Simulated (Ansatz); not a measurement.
# InCl (SMILES [Cl][In]): HSE06/STO-3G

What is the vertical singlet–triplet gap of InCl at HSE06/STO-3G? 

The results are computed with Ansatz 0.2.0.

47 further runs of the same task are left out: 4 that didn't finish, 43 set aside as unsound or not needed.

## 1. The structure to begin with

InCl has 2 atoms, charge 0, and is taken as a singlet. SMILES: `[Cl][In]`. The shape is that of a PBE0-D4/def2-TZVP optimisation.

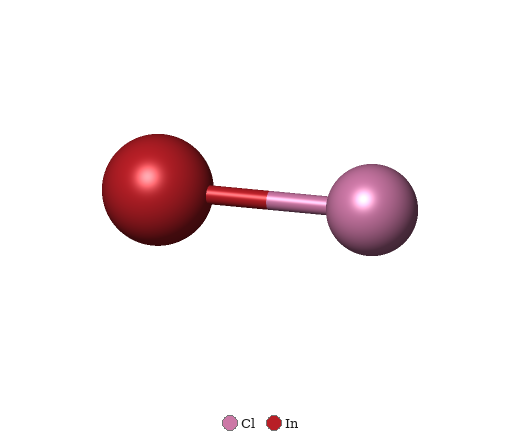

Viewed from a chosen angle; chlorine pink, indium red.

## 2. A single-point energy at HSE06/STO-3G

File input.yaml:

```yaml
crystal:
  periodic: [false, false, false]
  atoms:
    - {symbol: Cl, position_ang: [0.000000, -0.000000, -0.013930]}
    - {symbol: In, position_ang: [-0.000000, 0.000000, 2.399590]}
basis:
  gaussian:
    orbitals: STO-3G
hamiltonian:
  xc: {name: HSE06}
accuracy: high
```

The run is started by

```sh
$ ansatz run input.yaml --threads 1 --pin off --max-ram 3480MiB --events-out events.jsonl --progress --plain --runs-dir runs
```

Output:

```text
Warning: RAYON_NUM_THREADS=1 ignored (pool sized by the plan → 1); use --threads N
Functional definition: HSE06
  name "HSE06"
  parameter a = 0.25
  parameter omega = 0.11/bohr
  exchange = pbe_x - a*pbe_x_sr(omega) + a*exact_x_sr(omega)
  correlation = pbe_c
635 factors; integrals over basis functions are off by at most 1.2e-8 eV
48 factors; integrals over basis functions are off by at most 1.4e-9 eV
mean field evaluation 1: about -167068.5302 eV, gradient 9.7e0 eV
mean field evaluation 2: about -167067.7648 eV, gradient 1.7e1 eV
mean field evaluation 4: about -167069.3868 eV, gradient 3.2e-2 eV
mean field evaluation 8: about -167069.3909 eV, gradient 1.3e-4 eV
mean field evaluation 16: about -167069.3909 eV, gradient 7.7e-9 eV
mean field -167069.39092333 eV, -6139.6868727319 hartree, gradient 7.7e-9 eV, S^2 0.000000; 0 other end points of the search recorded, 0 dependent functions left out
reference -167069.39092499 eV, -6139.6868727928 hartree; 33, 33 occupied and 3, 3 virtual orbitals, 635 factors
Total energy: -167069.39092499 eV, -6139.6868727928 hartree
```

Run time: 0.76 s. Hardware: 1 thread of AMD EPYC 9R45 (Zen 5), shared host; peak memory 0.13 GiB.

## 3. The triplet at the same level

File run.yaml:

```yaml
crystal:
  periodic: [false, false, false]
  atoms:
    - symbol: Cl
      position_ang: [0.000000, -0.000000, -0.013930]
    - symbol: In
      position_ang: [-0.000000, 0.000000, 2.399590]
basis:
  gaussian: {orbitals: STO-3G}
magnetization: {spin_polarized: true, initial_magnetization: 2}
hamiltonian: {xc: hse06}
accuracy: high
```

The run is started by

```sh
$ ansatz run run.yaml --threads 1 --pin off --max-ram 3480MiB --events-out events.jsonl --progress --plain --runs-dir runs
```

Output:

```text
Warning: RAYON_NUM_THREADS=1 ignored (pool sized by the plan → 1); use --threads N
[... 6 set-up lines as earlier in the session ...]
635 factors; integrals over basis functions are off by at most 1.2e-8 eV
48 factors; integrals over basis functions are off by at most 1.4e-9 eV
mean field evaluation 1: about -167064.9565 eV, gradient 9.2e0 eV
mean field evaluation 2: about -167063.9745 eV, gradient 1.4e1 eV
mean field evaluation 4: about -167066.3984 eV, gradient 3.3e-1 eV
mean field evaluation 8: about -167066.4050 eV, gradient 1.7e-3 eV
mean field evaluation 16: about -167066.4050 eV, gradient 8.0e-8 eV
mean field -167066.40496387 eV, -6139.5771407456 hartree, gradient 8.0e-8 eV, S^2 2.001323; 1 other end points of the search recorded, 0 dependent functions left out
reference -167066.40496573 eV, -6139.5771408140 hartree; 34, 32 occupied and 2, 4 virtual orbitals, 635 factors
Total energy: -167066.40496573 eV, -6139.5771408140 hartree
```

It took 1.8 s on 1 thread of AMD EPYC 9R45 (Zen 5), shared host; peak memory 0.19 GiB.

## 4. What came out

Level: HSE06/STO-3G.

```
                                        quantity           value
                           singlet: total energy  -6139.68687 Eh
                           triplet: total energy  -6139.57714 Eh
                                   triplet: ⟨S²⟩           2.001
vertical energy of the triplet above the singlet        2.986 eV
```

At this shape the triplet lies 2.99 eV (288 kJ/mol) above the singlet. In a minimal basis such a difference can be off by several eV, whatever the method. Relativity is left out (singlet) although the molecule holds a heavy atom. Relativity is left out (triplet) although the molecule holds a heavy atom.
